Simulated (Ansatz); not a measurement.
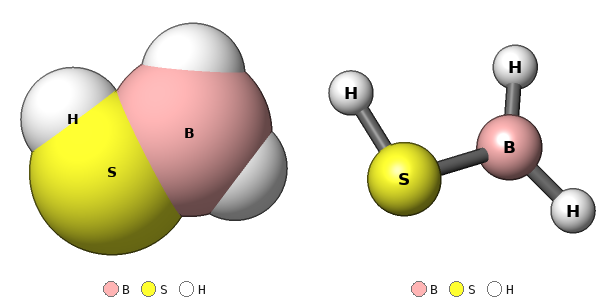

Two views of one molecule.

> Count the atoms of each element.

BH3S, 5 atoms: 1 boron, 3 hydrogen and 1 sulfur.

> How many atoms are distinct by symmetry?

5: 1 B, 1 S, 1 H, 1 H, 1 H.

> What is the point group of this geometry?

Cs.

> How many bonds of each kind are drawn?

2 B–H, 1 B–S, 1 S–H. Sticks follow a distance rule.

More results for the same structure follow; atom numbers are the same in all pictures, views and colours differ. The computed structure is the end point of a PBE0-D4/def2-TZVP optimisation.

**Geometry**

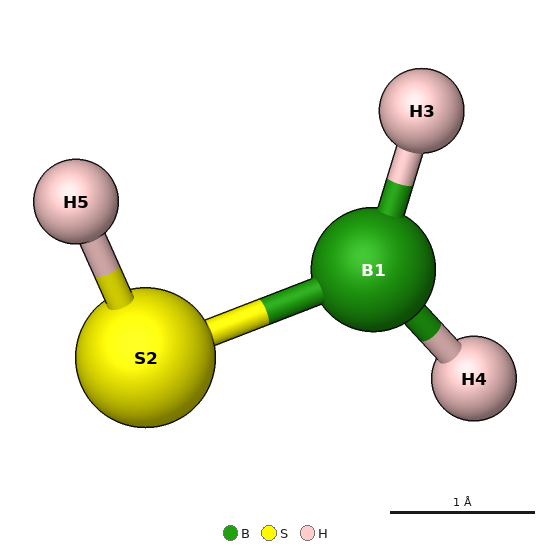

The atoms are numbered.

> How are the neighbours of atom 1 arranged?

B1 has 3 neighbours (S2 at 1.76, H3 at 1.19, H4 at 1.19 Å); the arrangement is trigonal planar.

> How are the neighbours of atom 2 arranged?

S2 has 2 neighbours (B1 at 1.76, H5 at 1.34 Å); the arrangement is bent.

**Dipole moment**

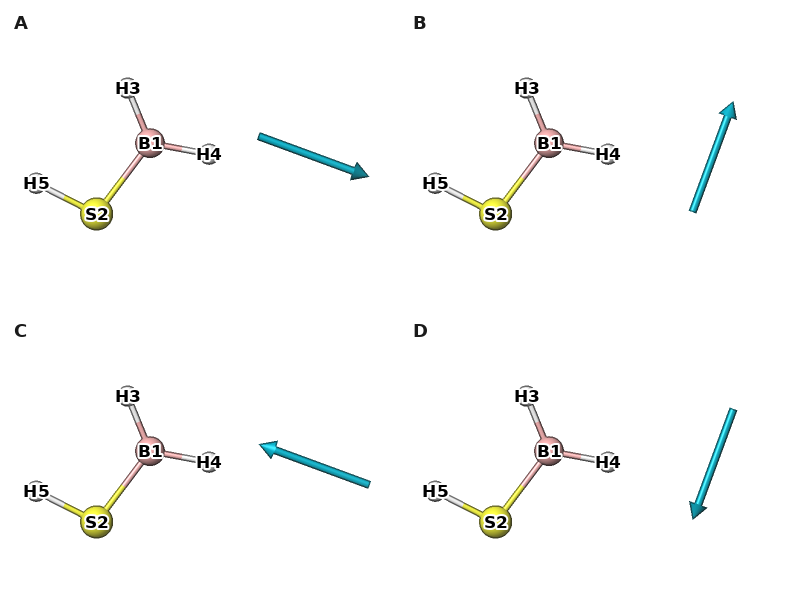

The same molecule four times, each with an arrow. Method: RKS PBE0-D4/def2-TZVP (Ansatz 0.2.0).

> Which arrow points along the dipole moment, from the negative to the positive end?

C. The dipole moment is 0.93 D; it points from the side of H4 to the side of H5 (the outermost atoms at the two ends).

**Charges**

The questions are on Mulliken charges. Method: RKS PBE0-D4/def2-TZVP (Ansatz 0.2.0).

List the Mulliken charges.

| atom | value (e) |
| --- | --- |
| B1 | −0.07 |
| S2 | −0.15 |
| H3 | 0.03 |
| H4 | 0.03 |
| H5 | 0.16 |

**Vibrations**

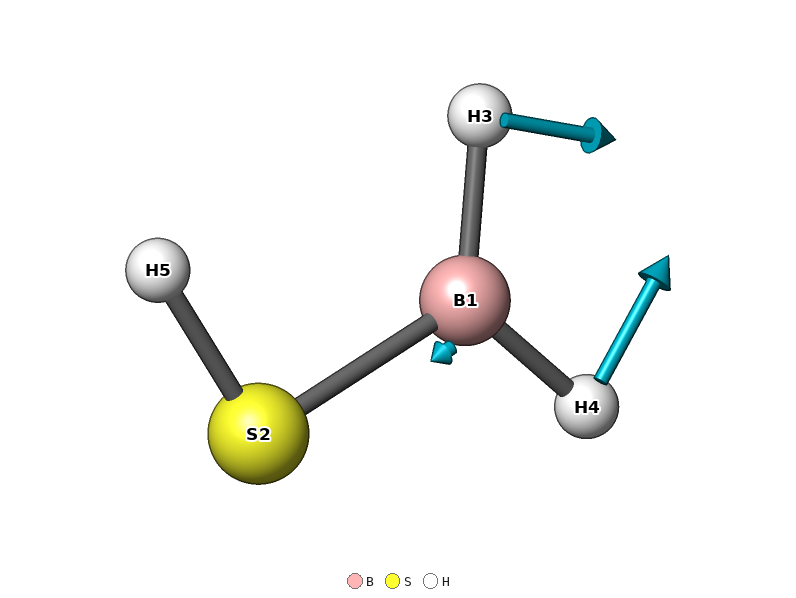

The arrows show one normal mode. Harmonic vibrations computed with RKS PBE0-D4/def2-TZVP (Ansatz 0.2.0) at a stationary point of the same level.

> Describe the motion.

Mostly angle bending.

> At what wavenumber does it lie?

1197 cm⁻¹; it is mode 6 of 9 counted from the lowest.

**Electronic properties**

Method: RKS PBE0-D4/def2-TZVPP (Ansatz 0.2.0).

Predict the main results.

- HOMO energy (Kohn–Sham orbital): −8.48 eV
- LUMO energy (Kohn–Sham orbital): −1.31 eV
- HOMO–LUMO gap: 7.17 eV

Mulliken values depend strongly on the basis set and can even reverse the polarity of a bond.
